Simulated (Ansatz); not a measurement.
## Electronic structure of BH₅N₂···SiH₄ in real space

```
atom    x (Å)    y (Å)    z (Å)
   B   0.0190  -0.8301   0.0436
   N   0.0799  -1.4324   1.3183
   H  -0.6278  -2.0491   1.6446
   H   0.8013  -1.2669   1.9840
   N   1.0060   0.0703  -0.4253
   H   1.8368   0.3002   0.0732
   H   0.9773   0.4526  -1.3423
   H  -0.9050  -1.0865  -0.6693
  Si  -0.1477   3.3553   1.1487
   H  -1.3487   2.7536   0.5437
   H  -0.5117   4.6460   1.7693
   H   0.8738   3.5959   0.1113
   H   0.4023   2.4641   2.1871
```

These are results of Ansatz 0.2.0, RHF/6-31G*, not measurements.

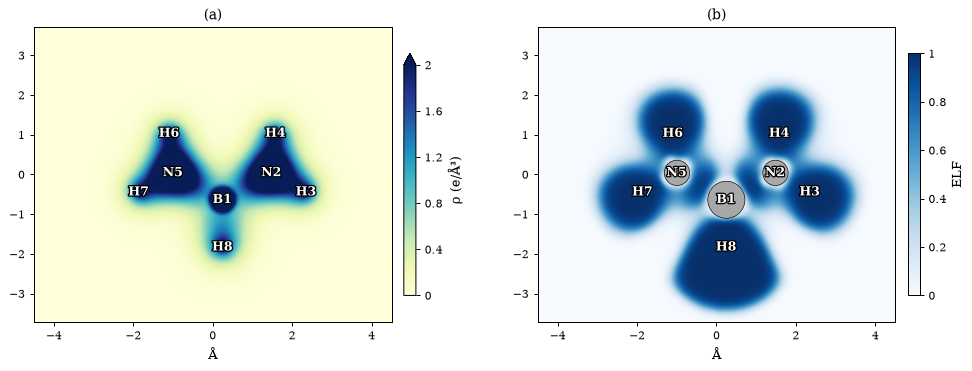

Figure 1. (a) electron density; (b) ELF on the plane of atoms H3, N2 and H4. Grey discs cover the atomic cores in the ELF map.

### Read the bonding off the picture.

The section cuts through B, N and H sites. B–N (1.41 Å): the density is about 1.9 e/Å³ at the midpoint; the ELF peaks at about 0.95 between the atoms; a polar covalent bond. N–H (0.99 Å): ρ at the midpoint is about 2.9 e/Å³; the ELF climbs to about 1 towards the hydrogen, as it does in any bond to H (an ordinary covalent bond to hydrogen). B–H (1.19 Å): the density is about 1.2 e/Å³ at the midpoint; the ELF climbs to about 1 towards the hydrogen (a covalent bond by its length).

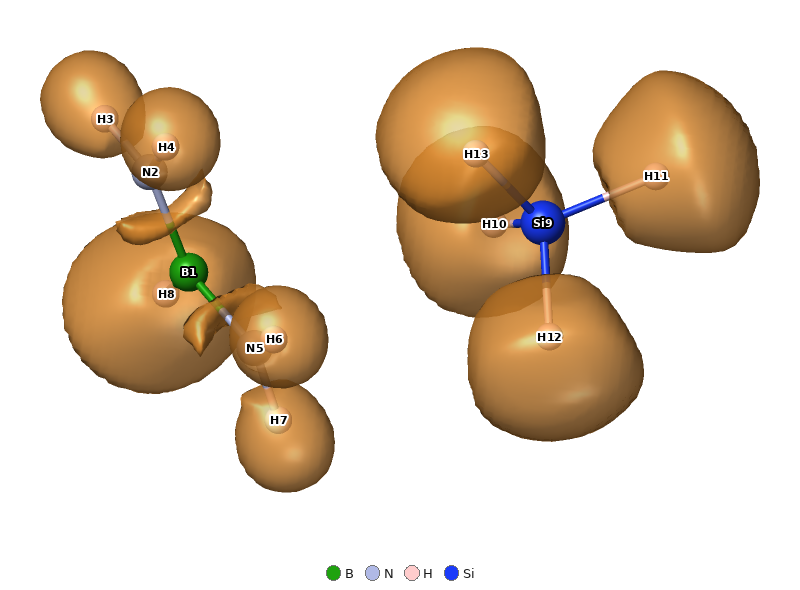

Figure 2. Isosurface of the ELF at 0.9 (orange), seen across its widest extent. Only the valence region is drawn (cores and ρ < 0.01 e/Å³ removed).

### Where are the electrons localised?

At this value the surface marks out two regions between bonded B–N atoms (shared pairs) and nine regions around hydrogen nuclei. Along the contacts the grid gives the following. Si9···N5 (3.82 Å): the ELF dips to about 0 between them: a weak contact between the two molecules.

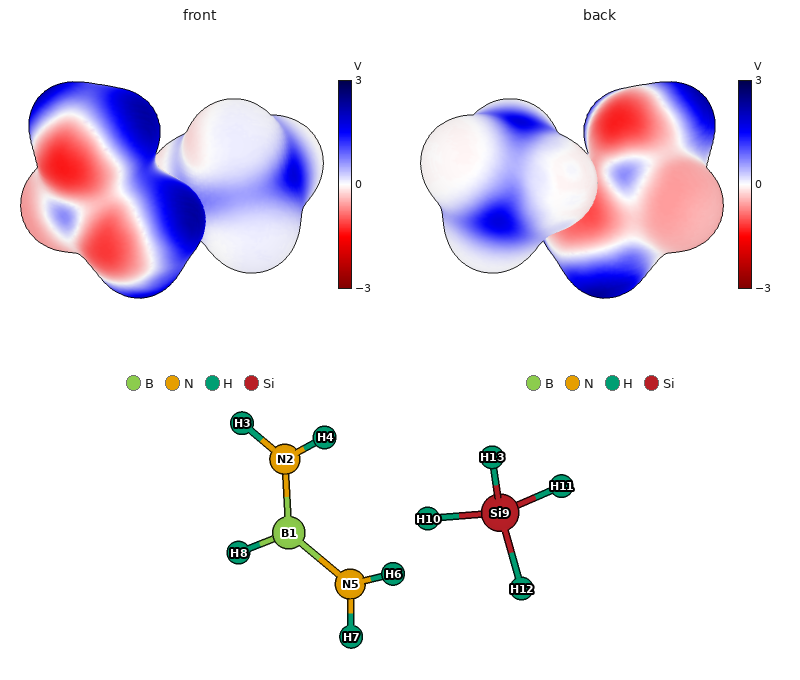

Figure 3. The electrostatic potential painted on the density surface at 0.004 e/bohr³, seen from the front and from behind; the colour scale runs from red (negative) to blue (positive). The bare structure is drawn below in the same view.

### Which sites attract a positive test charge, and which a negative one?

A positive charge is drawn to the negative regions and a negative charge to the positive ones. The most negative region (about −1.3 V) lies over N2, the most positive (about +2.2 V) over H3, H4, H6 and H7. N2 is the likeliest acceptor of a hydrogen bond.
